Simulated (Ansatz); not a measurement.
# CH₃OSi+ (SMILES C[Si+]=O): Born-Oppenheimer dynamics

Aim: follow the atoms for 60 steps of 0.5 fs with a Nosé-Hoover thermostat, with velocities drawn for 300 K.

Program: Ansatz 0.2.0, Gaussian basis. Level of theory: Hartree-Fock/cc-pVDZ. These are calculated values, not measurements.

## (1) The system as given

SMILES `C[Si+]=O`, 6 atoms, charge 1, spin multiplicity 1.

Atoms are counted from 1 here; the program's logs count them from 0.

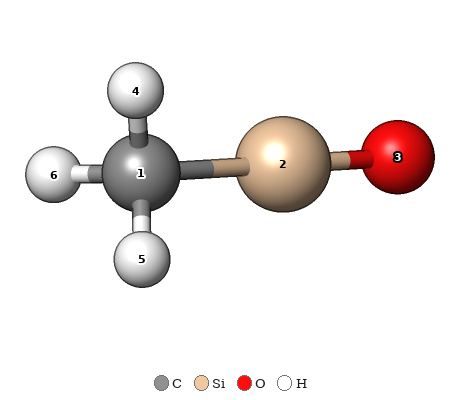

Start geometry, drawn with carbon grey, silicon light orange, oxygen red, hydrogen white; atoms are numbered from 1 in the order of the file.

Geometry (Å):

```xyz
6
charge 1, multiplicity 1
C    -0.3761    0.4657   -0.2824
Si    0.6684   -0.8294    0.5024
O     1.5126   -1.8719    1.1361
H     0.1459    1.4347   -0.3081
H    -1.3180    0.6059    0.2706
H    -0.6328    0.1951   -1.3186
```

## (2) Dynamics

Input file md/in.yaml:

```yaml
crystal:
  periodic: [false, false, false]
  atoms:
    - {symbol: C, position_ang: [-0.376070, 0.465680, -0.282420]}
    - {symbol: Si, position_ang: [0.668360, -0.829430, 0.502400]}
    - {symbol: O, position_ang: [1.512560, -1.871890, 1.136130]}
    - {symbol: H, position_ang: [0.145950, 1.434680, -0.308130]}
    - {symbol: H, position_ang: [-1.317970, 0.605890, 0.270610]}
    - {symbol: H, position_ang: [-0.632830, 0.195070, -1.318600]}
basis:
  gaussian: {orbitals: cc-pVDZ}
total_charge: 1
hamiltonian: {xc: hf}
md: {n_steps: 60, timestep: 0.5, temperature: 300, ensemble: nvt_nose_hoover, seed: 759, initial_velocities: maxwell_boltzmann}
```

On the command line:

```sh
> ansatz run in.yaml --threads 2 --pin off --events-out ev --progress --plain --max-ram 3481MiB
```

**Question.** What will these runs give? Wanted: temperature at the start; mean temperature, second half; lowest and highest potential energy, from the first frame; largest change of potential + kinetic.

**Answer**, as computed:

| quantity | value |
| --- | --- |
| length | 60 steps, 30.0 fs |
| temperature at the start | 300 K |
| mean temperature, second half | 181 K |
| lowest and highest potential energy, from the first frame | -5 and 119 meV |
| largest change of potential + kinetic | 3.5 meV |

**Reading.** The thermostat trades energy with the molecule, so the sum of potential and kinetic energy isn't conserved: it changes by +3 meV over the run. The mean temperature of the second half is still well below the 300 K set. The temperature runs between 76 and 313 K. The molecule keeps its bonds.
